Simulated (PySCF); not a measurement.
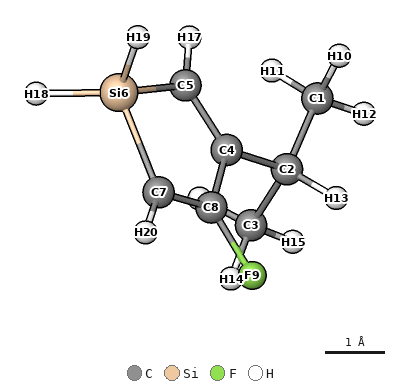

C7H11FSi, before the relaxation. A ball-and-stick model, seen from a free direction.

The start comes from GFN2-xTB. Its atoms were then displaced at random by about 0.01 Å.

Computed with PBE0-D3(BJ)/def2-SVP geometry optimisation, gas phase in PySCF.

```xyz
20

C    -2.1100    0.2664   -0.9968
C    -1.1983   -0.4960   -0.0902
C    -1.5987   -0.2870    1.3730
C     0.2839   -0.1132   -0.2761
C     0.7479    1.0048   -0.8114
Si    2.6298    0.9874   -0.7595
C     2.5782   -0.7119    0.0595
C     1.3013   -1.0399    0.1859
F     0.8820   -2.2135    0.7494
H    -1.8181    0.2062   -2.0288
H    -2.1558    1.3406   -0.7152
H    -3.1366   -0.0964   -0.9076
H    -1.3194   -1.5492   -0.3275
H    -0.9647   -0.8794    2.0424
H    -2.6182   -0.5879    1.5421
H    -1.4660    0.7769    1.6617
H     0.1198    1.8034   -1.1871
H     3.2113    2.0169    0.1071
H     3.2397    0.9357   -2.0847
H     3.3410   -1.3486    0.3855
```

> Predict the outcome.

Over 8 geometry steps the energy falls by 5.95 kcal/mol. The atom that moves furthest after the best rigid fit is H17 (0.12 Å). By element the largest moves are H 0.12 Å, C 0.07 Å, F 0.07 Å, Si 0.05 Å. Some distances before and after: C7–H20 1.046 → 1.090 Å, C4–C8 1.452 → 1.491 Å, Si6–H19 1.460 → 1.495 Å, C2–C4 1.542 → 1.507 Å. Among the angles between lasting bonds that change: H18–Si6–H19 113.3° → 108.3°, C5–Si6–C7 89.6° → 93.0°, Si6–C5–H17 126.6° → 129.8°. Cost: 2.6 min on 1 thread of Arm Neoverse V1, with other jobs on the host.

Final geometry:

```xyz
20

C    -2.1385    0.3288   -0.9826
C    -1.1979   -0.4718   -0.0955
C    -1.5830   -0.3426    1.3828
C     0.2503   -0.1024   -0.2883
C     0.7468    1.0115   -0.8714
Si    2.6148    0.9418   -0.7604
C     2.6000   -0.7050    0.1101
C     1.3017   -1.0251    0.2289
F     0.8662   -2.1558    0.7852
H    -1.8703    0.2367   -2.0457
H    -2.1220    1.3985   -0.7191
H    -3.1736   -0.0232   -0.8595
H    -1.2866   -1.5397   -0.3652
H    -0.9348   -0.9546    2.0256
H    -2.6222   -0.6701    1.5405
H    -1.5016    0.7058    1.7105
H     0.1010    1.7778   -1.3031
H     3.2060    2.0512    0.0482
H     3.2992    0.9133   -2.0891
H     3.3936   -1.3599    0.4698
```

The end point in the same view:

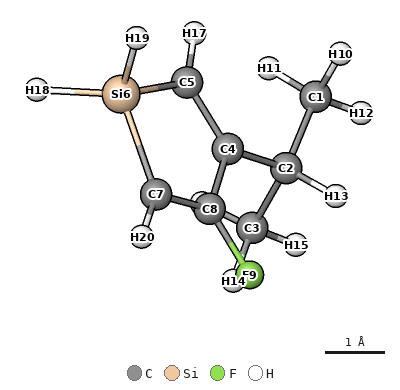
